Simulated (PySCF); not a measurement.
BCl$_{2}$F$_{3}$, SMILES `ClCl.FB(F)F`.

Method: PBE/def2-TZVP; geometry: GFN2-xTB; program: PySCF. GFN2-xTB bond lengths at metals and heavier atoms can be off by up to 0.1 Å and shapes distorted, which carries into these values.

Input

```python
import numpy as np
from pyscf import gto, scf, dft
from pyscf.scf import atom_ks, atom_hf
from scipy.linalg import block_diag
from pyscf.dispersion import dftd3

def solve(mol, dm0=None, hcore=None):
    mf = (dft.UKS if mol.spin else dft.RKS)(mol, xc='pbe')
    mf.grids.level = 3
    mf = mf.density_fit(auxbasis='def2-universal-jkfit')
    mf.conv_tol, mf.max_cycle = 1e-8, 80
    if hcore is not None:
        mf.get_hcore = lambda *args: hcore
    mf.kernel(dm0)
    if not mf.converged:
        mf = mf.newton().run(mf.mo_coeff, mf.mo_occ, max_cycle=30)
    assert mf.converged, 'SCF not converged'
    return mf

mol = gto.M(atom='''
Cl    -2.31702     0.84980    -0.06538
Cl    -1.61046    -1.02512     0.15089
F      1.74734    -1.12885    -0.33293
B      2.08656     0.09383    -0.04570
F      3.31749     0.36872     0.26968
F      1.19455     1.03916    -0.07289
''', basis='def2-tzvp', charge=0, spin=0, verbose=4)
mol_a = gto.M(atom='''
Cl    -2.31702     0.84980    -0.06538
Cl    -1.61046    -1.02512     0.15089
ghost-F      1.74734    -1.12885    -0.33293
ghost-B      2.08656     0.09383    -0.04570
ghost-F      3.31749     0.36872     0.26968
ghost-F      1.19455     1.03916    -0.07289
''', basis='def2-tzvp', charge=0, spin=0, verbose=4)
mol_b = gto.M(atom='''
ghost-Cl    -2.31702     0.84980    -0.06538
ghost-Cl    -1.61046    -1.02512     0.15089
F      1.74734    -1.12885    -0.33293
B      2.08656     0.09383    -0.04570
F      3.31749     0.36872     0.26968
F      1.19455     1.03916    -0.07289
''', basis='def2-tzvp', charge=0, spin=0, verbose=4)
ab, a, b = solve(mol), solve(mol_a), solve(mol_b)
e_int = ab.e_tot - a.e_tot - b.e_tot
print('counterpoise-corrected interaction energy / kcal/mol', e_int * 627.5095)
def disp(atoms, charge):
    m = gto.M(atom=atoms, charge=charge, basis='sto-3g', spin=None, unit='Bohr', verbose=0)
    return dftd3.DFTD3Dispersion(m, xc='pbe', version='d3bj').get_dispersion()['energy']
e_disp = disp(mol._atom, mol.charge) - disp(mol._atom[:2], mol_a.charge) - disp(mol._atom[2:], mol_b.charge)
print('D3(BJ) part / kcal/mol', e_disp * 627.5095)
# spherically averaged free atoms, for the promolecule
atm = atom_ks.get_atm_nrks(mol, xc='pbe')
pro = block_diag(*[(atm[a[0]][2] * atm[a[0]][3]) @ atm[a[0]][2].T for a in mol._atom])
np.savez('result.npz', e_int=e_int, e_disp=e_disp, dm_a=a.make_rdm1(), dm_b=b.make_rdm1(), c=ab.mo_coeff, occ=ab.mo_occ, eps=ab.mo_energy, pro=pro, d=[f.dip_moment(verbose=0) for f in (ab, a, b)])
```

Launched as:

```sh
OMP_NUM_THREADS=1 python input.py
```

The run took 54 s on 1 thread of Arm Neoverse V2, with other jobs on the host, peak memory 0.66 GiB.

Partitions, critical points and surface values were worked out afterwards from this run's density.

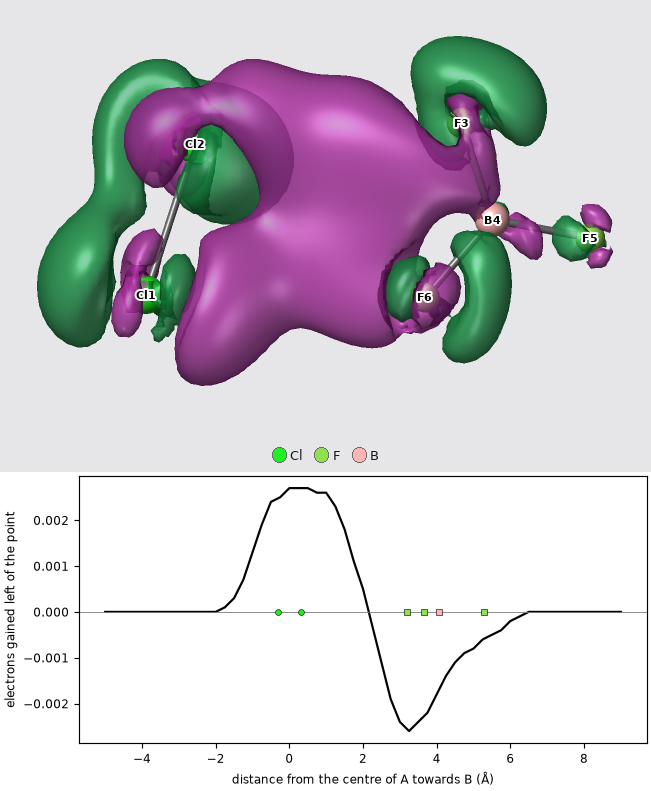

Density of the complex less the densities of the two fragments at the same geometry, ±0.0003 e/Å³ (green: gain, purple: loss). Fragment A: Cl2 (atoms 1–2); fragment B: BF3. Below: the charge-displacement curve along the line of centres (A on the left).

How is the density rearranged on binding?

Hirshfeld charges show almost no net transfer (under 0.005 e). 0.01 e is displaced in all, which induces a dipole of 0.03 D.

What is the interaction energy, and which contacts carry it?

The counterpoise-corrected interaction energy of the frozen fragments is +0.1 kcal/mol without dispersion correction and −0.7 kcal/mol with D3(BJ). The pair geometry is semi-empirical, not a minimum at this level. Contacts: Cl2···F3, 3.39 Å, ρ = 0.005 a.u.; Cl2···F6, 3.49 Å, ρ = 0.004 a.u.; Cl1···F6, 3.52 Å, ρ = 0.003 a.u., a bond path close to vanishing (ellipticity 1.7). The pose is a local one from a semi-empirical search, not shown to be the most stable.
